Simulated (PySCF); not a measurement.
Ga(Me)2(OAc), SMILES O=C([O][Ga]([CH3])[CH3])C at its GFN2-xTB optimised geometry (Å):

```
16

Ga    -0.2428     0.0095     0.0000
C     -0.8159     1.9655     0.0000
H     -0.1061     2.5424    -0.5985
H     -0.8277     2.3747     1.0113
H     -1.8113     2.0901    -0.4286
C     -0.8369    -1.8055     0.7134
H     -1.7595    -2.1330     0.2315
H     -1.0072    -1.7789     1.7905
H     -0.0573    -2.5424     0.5036
O      0.6451    -0.3451    -1.8169
C      1.7536    -0.2289    -1.2337
C      3.0242    -0.3911    -2.0176
O      1.8113     0.0095     0.0000
H      3.8167     0.1986    -1.5656
H      2.8615    -0.1015    -3.0518
H      3.3115    -1.4410    -1.9898
```

Level of theory: PBE0/def2-TZVP in PySCF.

Map of the Laplacian of the electron density (e/bohr⁵) on the plane z = 1.5 Å:

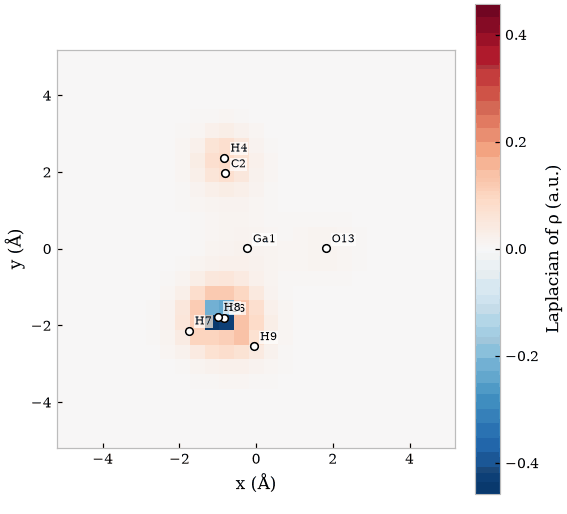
Fig. 1. Laplacian of the electron density (e/bohr⁵) on the plane z = 1.5 Å.
